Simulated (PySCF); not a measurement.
Run report: C2H9ClFSi3, EPR calculation

The run: EPR calculation of C2H9ClFSi3, multiplicity 2. Method and program: UKS B3LYP, pcH-1 on C Cl F H Si, non-relativistic, mean-field spin-orbit, GIAO (PySCF 2.14.0).

It belongs to a series of runs on one base structure; here: H removed from sp3 C.

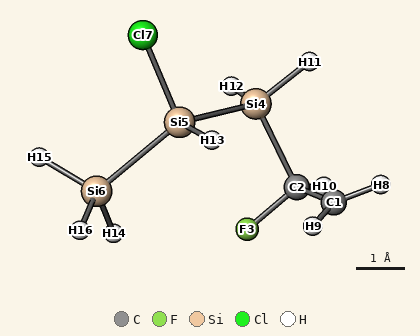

The structure (ball-and-stick view, seen at a tilt; atoms are numbered from 1 in the order of the input).

## The input
```
{"job": {"kind": "epr", "basis": "pcH-1"}, "charge": 0, "multiplicity": 2}
C     -2.315322    -0.067353    -0.740610
C     -1.661303    -0.978671     0.156370
F     -0.617439    -1.673490    -0.452451
Si    -0.811215     0.019050     1.643551
Si     0.974220     1.108132     0.627423
Si     2.706364    -0.160995    -0.298469
Cl     1.759152     2.352917     2.072001
H     -3.305812     0.270734    -0.517937
H     -1.774176     0.376011    -1.551834
H     -2.326551    -1.731928     0.583317
H     -1.936157     0.757906     2.233885
H     -0.436617    -0.988747     2.648974
H      0.428573     2.066545    -0.354176
H      2.254721    -1.522415    -0.570110
H      3.862387    -0.234047     0.601608
H      3.191574     0.415296    -1.557986
```

The first line tells a small driver script what to run in PySCF; the rest is the geometry in Å.

Command:
```bash
OMP_NUM_THREADS=1 python <driver script> task.json out
```

## Output
```
UKS, coarse grid
  cycle   1  E = -1510.10452933  |g| = 4.32e-01
  cycle   2  E = -1510.05431755  |g| = 5.85e-01
  cycle   3  E = -1510.16994115  |g| = 7.06e-02
  cycle   4  E = -1510.17099228  |g| = 3.77e-02
  cycle   5  E = -1510.17162194  |g| = 6.93e-03
  cycle   6  E = -1510.17165712  |g| = 1.95e-03
  cycle   7  E = -1510.17166264  |g| = 1.06e-03
  cycle   8  E = -1510.17166372  |g| = 3.25e-04
UKS, final grid
  cycle   1  E = -1510.17158654  |g| = 3.72e-04
  cycle   2  E = -1510.17158650  |g| = 4.74e-04
  cycle   3  E = -1510.17158661  |g| = 3.88e-05
  cycle   4  E = -1510.17158661  |g| = 1.87e-05
E = -1510.17158661 Eh   <S^2> = 0.7542 (exact 0.7500)
g shifts (ppm)      1          2          3
  rmc          -149       -149       -149
  gc             14         47         27
  oz_so        -393        484       1153
  total        -528        383       1031
hyperfine (MHz)  atom isotope    a_iso     a_fc   dipolar eigenvalues
    0   13C      79.60      79.68    -75.34    -74.55    149.89
    1   13C     -27.92     -27.92     -5.87     -1.05      6.92
    2   19F     103.83     103.53    -40.36    -33.87     74.23
    3  29Si    -133.03    -133.21    -27.10     12.58     14.51
    4  29Si       1.86       1.86     -1.01      0.28      0.74
    5  29Si       0.56       0.56     -0.24      0.08      0.17
    6  35Cl       1.16       1.15     -0.65     -0.62      1.28
    7    1H     -58.63     -58.65    -36.34     -0.21     36.55
    8    1H     -57.06     -57.08    -36.33      0.11     36.22
    9    1H      86.21      86.21     -5.26     -4.08      9.33
   10    1H      -4.45      -4.45     -3.45     -1.63      5.08
   11    1H      31.25      31.25     -2.63     -0.85      3.47
   12    1H       2.04       2.04     -1.94     -1.47      3.41
   13    1H       0.00       0.00     -0.75     -0.64      1.39
   14    1H       0.31       0.31     -0.35     -0.32      0.67
   15    1H      -0.11      -0.11     -0.44     -0.41      0.85
```

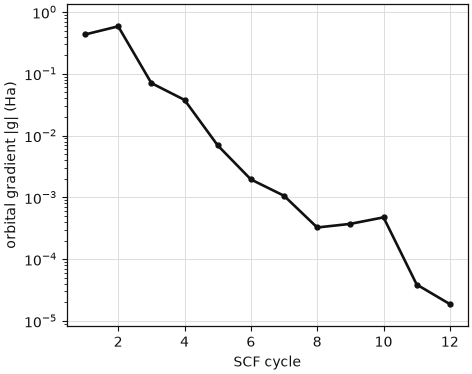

Convergence of the self-consistent field: orbital gradient |g| against the SCF cycle. All cycles printed in the log are drawn one after another.

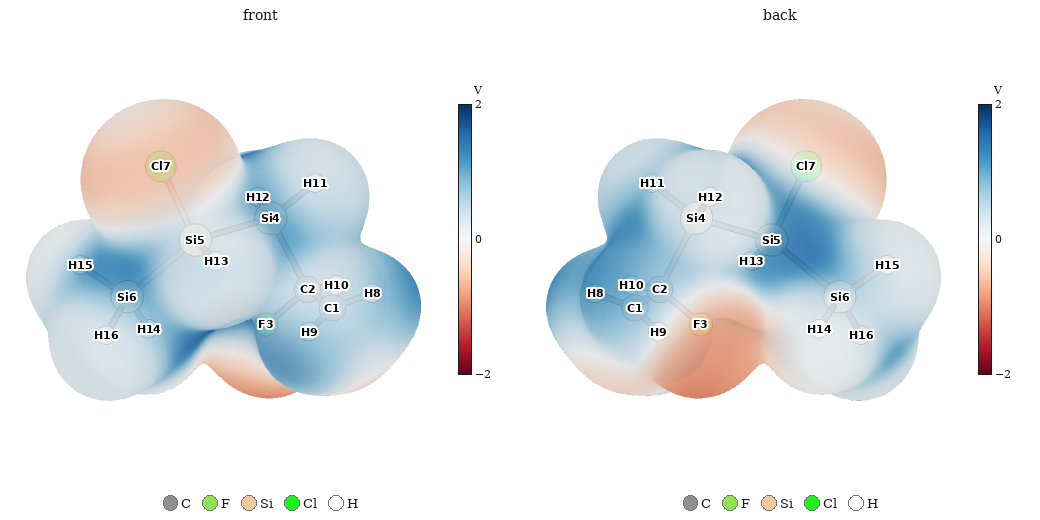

The molecular electrostatic potential painted on the density surface at 0.002 e/bohr³, seen face on and from behind; red is negative and blue positive.

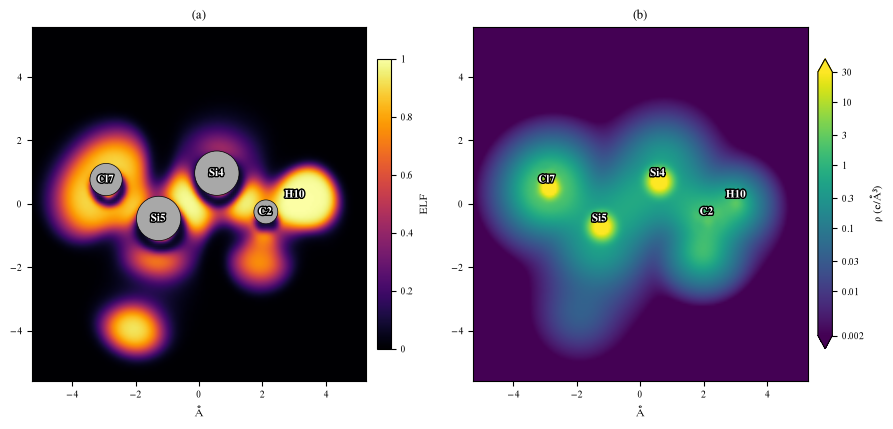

(a) ELF; (b) electron density on the plane of atoms Si4, Si5 and Cl7. Grey discs, where drawn, cover atomic cores. The section cuts through C, Si, Cl and H sites. C–Si (1.98 Å): ρ at the midpoint is about 0.65 e/Å³; the ELF peaks at about 0.95 between the atoms. Si–Cl (2.06 Å): ρ is about 1.2 e/Å³ halfway; the ELF peaks at about 0.85 between the atoms, which marks a polar covalent bond.

## Results in brief

- outcome: converged
- total energy: −1510.171587 hartree
- ⟨S²⟩: 0.754
- isotropic g: 2.0026
- hardware: 1 CPU thread, shared host
- wall time: 2.2 min
- peak memory: 1.1 GiB
